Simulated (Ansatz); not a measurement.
Breaking the Sn1–H2 bond in H2Sn (SMILES [SnH2]) (multiplicity 1 held, fragments rigid). Energies count from the point at 1.780 Å.
Geometry at that point (charge 0, multiplicity 1):
```xyz
3

Sn     0.007    -0.001     0.048
H     -0.175    -1.251    -1.207
H     -0.154     1.279    -1.180
```

R- and RO- levels are restricted; in cc, def2 and unpolarised 6-31G sets they are followed outwards from rest. U- levels take the lowest unrestricted solution at each point, which mixes spins at long bonds. Active spaces are followed from a long bond inwards. Full CI gives the lowest state of the spin. Curves can end on different states.

Cores are frozen in the correlated methods. Filled d and f shells under p-block atoms count as core.

Codes used: Ansatz (Gaussian basis) for Hartree–Fock, density functionals and correlated methods. Each number belongs to the level named beside it. In def2 rows elements past Kr take small-core potentials, without spin–orbit coupling.

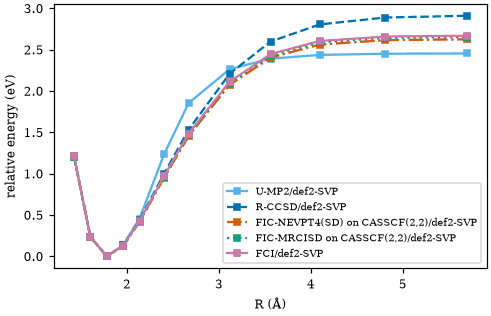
Fig. 1. Relative energy along the coordinate

**Question.** Order the other curves in the same basis by their non-parallelity to FCI/def2-SVP (largest less smallest deviation, whatever its cause), smallest first.

**Answer.** FIC-MRCISD on CASSCF(2,2)/def2-SVP (0.02 eV), FIC-NEVPT4(SD) on CASSCF(2,2)/def2-SVP (0.05 eV), R-CCSD/def2-SVP (0.25 eV), U-MP2/def2-SVP (0.58 eV)

**Question.** Read off the U-MP2/def2-SVP curve at R = 2.404.

**Answer.** about 1.2 eV

Doubts at one or more of the structures used: a spin-contaminated determinant (U-MP2/def2-SVP); a restricted determinant that unrestricted orbitals would lower (R-CCSD/def2-SVP); T1 above 0.05 (R-CCSD/def2-SVP); other coupled-cluster roots lie near (R-CCSD/def2-SVP).

Ansatz is a program for electronic structure.
